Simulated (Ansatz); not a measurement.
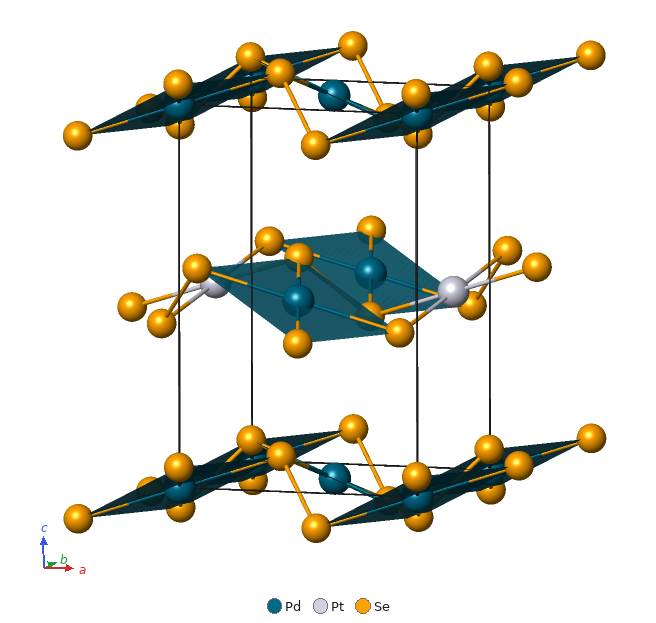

View slightly off an axis, drawn as a polyhedral model. One conventional unit cell is outlined, and atoms on its boundary appear in each equivalent place. Some neighbours outside the box are added.

Pd₃PtSe₈, space group P-1 (No. 2), a = 5.765 Å, b = 5.924 Å, c = 8.959 Å, α = 90.36°, β = 90.36°, γ = 90.02°. Origin of the cell: a structure type filled with these elements by a generator (whether the compound takes this form wasn't checked). Earlier steps of the study, as a rule a relaxation of our own, may have changed the cell and positions, so they can lie some per cent off the listed ones. It went into a calculation with Ansatz.

This one geometry was computed with Ansatz (DFT, plane waves, PAW) at three levels of theory: LDA, PBE and r2SCAN.

Question: Which level gives the highest pressure at this volume, and what does that say about its equilibrium volume?

Answer: Highest: PBE (0.0 GPa), which points to the largest equilibrium volume. Lowest, with the smallest volume: LDA (-5.4 GPa). Levels within 0.5 GPa of each other can't be told apart.

Question: How does the band gap change with the level of theory?

Answer: LDA: a gap of 0.71 eV, indirect; PBE: a gap of 0.78 eV, indirect; r2SCAN: a gap of 0.92 eV, indirect.

Question: Collect the results in a table.

Answer:
| level | cutoff (eV) | k-mesh of the run's cell | gap (eV) | pressure (GPa) |
| --- | --- | --- | --- | --- |
| LDA | 420 | 6×6×4 | 0.71 | -5.4 |
| PBE | 420 | 6×6×4 | 0.78 | 0.0 |
| r2SCAN | 500 | 6×6×4 | 0.92 | -2.0 |

Gaps are taken on the k-mesh or band path of each run.
